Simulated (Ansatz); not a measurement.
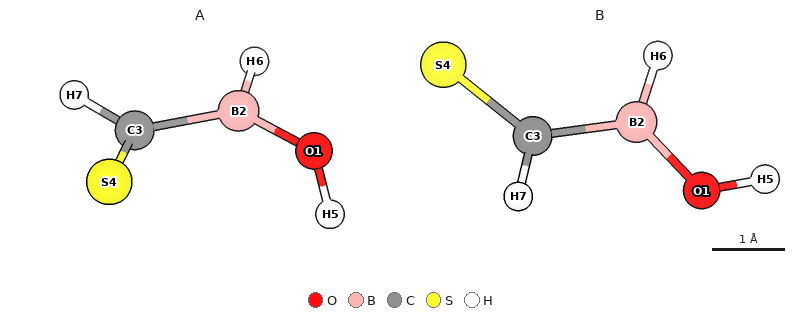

Two geometries of CH₃BOS, drawn at one scale. One is the start of a relaxation, the other its converged end. The picture is a ball-and-stick view, seen from a free direction.

Level of theory: Ansatz, RKS BLYP-D4/def2-mTZVP. Set-up: no spin polarisation; force threshold 0.015 eV/Å; at most 40 steps.

Q: Which one is relaxed?

A: Structure B is the relaxed one. The run prepares an end point of a later path (torsion) calculation, from a guessed geometry. The atom that moves furthest after the best rigid fit is S4 (2.34 Å). By element the largest moves are S 2.34 Å, H 2.10 Å, O 0.66 Å, C 0.19 Å, B 0.18 Å. Among the contacts that change: C3–S4 1.408 → 1.651 Å, C3–H7 1.137 → 1.100 Å, O1–B2 1.404 → 1.369 Å, O1–H5 1.008 → 0.978 Å. Among the angles between lasting bonds that change: B2–O1–H5 107.8° → 113.4°, O1–B2–C3 118.9° → 116.3°. Groups turn about O1–B2 by about 90°. After 31 accepted moves (38 points after the start) the energy has fallen by 2.500 eV. Largest force component: 14 eV/Å at the start, 0.012 eV/Å at the end. The line search rejected the trial steps at points 11, 15, 18, 19, 24, 32, 34 of the run. Cost: 68 s on 2 threads of Arm Neoverse V1, with other jobs on the host, peak memory 0.16 GiB.
